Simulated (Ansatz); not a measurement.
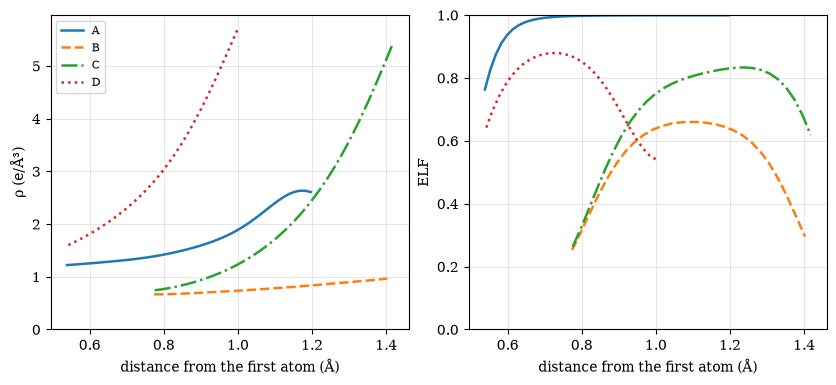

The picture shows: BHOSi (SMILES B1O[Si]1). Total electron density and ELF along straight lines between neighbouring atoms. The curves leave out the atomic cores.

Geometry: PBE0-D3(BJ)/pcseg-1.

Theory: isolated molecule in a Gaussian basis; Kohn-Sham density functional theory, functional PBE0 (Ansatz 0.2.0).

**Which curve belongs to which contact (B–H, B–O, Si–B and Si–O)? The first atom named is at distance zero.**

Curve A: B–H (1.20 Å): ρ at the midpoint is about 1.3 e/Å³; the ELF climbs to about 1 towards the hydrogen, as it does in any bond to H: an ordinary covalent bond to hydrogen. Curve B: Si–B (1.93 Å): ρ at the midpoint is about 0.72 e/Å³; the ELF peaks at about 0.65 between the atoms. Curve C: Si–O (1.77 Å): the density is about 0.91 e/Å³ at the midpoint; the ELF peaks at about 0.85 between the atoms; a shared but strongly polarised pair. Curve D: B–O (1.36 Å): the density is about 2.2 e/Å³ at the midpoint; the ELF peaks at about 0.90 between the atoms: a polar covalent bond.
